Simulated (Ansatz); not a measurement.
# How far to go with the k-point mesh: a (110) slab of LaZn (cut from a parent of space group no. 221; 8 atoms in the cell)

```
CELL_PARAMETERS angstrom
      3.76749     0.00000     0.00000
      0.00000     5.32803     0.00000
      0.00000     0.00000    21.99198
ATOMIC_POSITIONS crystal
  La 0.00000 0.25000 0.31830
  Zn 0.50000 0.75000 0.31830
  La 0.00000 0.75000 0.43943
  Zn 0.50000 0.25000 0.43943
  La 0.00000 0.25000 0.56057
  Zn 0.50000 0.75000 0.56057
  La 0.00000 0.75000 0.68170
  Zn 0.50000 0.25000 0.68170
```

Computed with PBEsol, default PAW files made with PBE (plane waves; Ansatz, a program for electronic structure).

Base settings: basis.ecutwfc = 420 eV; kpoints.mp_grid.grid = 5 3 1; hamiltonian.xc = pbesol; hamiltonian.pseudopotentials = {kind: paw} (the program's default PAW files); scf.occupations.method = gaussian; scf.occupations.width = 0.1 eV.

Only quantities that move along the ladder and can be compared are tabulated.

The count of work is k-points × plane waves × bands × iterations; it is no time. Core times come from one kind of shared machine, to one figure; runs under 30 s give none.

The starting cell comes from a database of computed structures (which also holds hypothetical and non-ambient phases and stackings), without a prior relaxation at this level. The slab is cut from that crystal, and its faces are unrelaxed. Its lattice was rescaled by up to half a per cent. Without a gap this mesh is coarse (it stands for a supercell whose shortest in-plane vector is 16 Å).

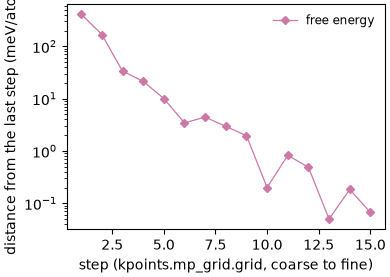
Figure. Distance from the last step along the ladder; very small values are drawn at a floor.

| kpoints.mp_grid.grid | free energy less the last step's (meV/atom) | largest difference of a force vector from the last step's (eV/Å) | count of work / last | core time / last (rough) |
|---|---|---|---|---|
| 2 1 1 | -412.31 | 0.536 | 0.023 | – |
| 2 2 1 | -167.84 | 0.414 | 0.049 | – |
| 3 2 1 | 33.50 | 0.116 | 0.041 | – |
| 4 3 1 | -21.50 | 0.040 | 0.056 | – |
| 5 3 1 | -10.05 | 0.092 | 0.049 | – |
| 5 4 1 | 3.44 | 0.093 | 0.083 | – |
| 6 4 1 | 4.44 | 0.026 | 0.11 | – |
| 7 5 1 | 2.95 | 0.037 | 0.11 | – |
| 8 5 1 | 1.97 | 0.052 | 0.14 | – |
| 9 6 1 | -0.20 | 0.009 | 0.19 | 0.2 |
| 10 7 1 | 0.83 | 0.025 | 0.22 | 0.2 |
| 12 9 1 | -0.49 | 0.007 | 0.32 | 0.3 |
| 14 10 1 | -0.05 | 0.005 | 0.44 | 0.4 |
| 16 12 1 | 0.18 | 0.002 | 0.58 | 0.6 |
| 19 14 1 | -0.07 | 0.004 | 0.74 | 0.7 |
| 23 16 1 | 0.00 | 0.000 | 1.0 | 1 |

Coarsest kpoints.mp_grid.grid that holds the free energy within 1 meV/atom of the last step, with all finer ones: 9 6 1, at 0.19 of the last step's count of work and about 0.2 of the last step's time; the step before is off by 2.0 meV/atom.

Coarsest kpoints.mp_grid.grid that holds the forces within 0.02 eV/Å of the last step, with all finer ones: 12 9 1, at 0.32 of the last step's count of work and about 0.3 of the last step's time; the step before is off by 0.025 eV/Å.

Keys are those of Ansatz 0.2.
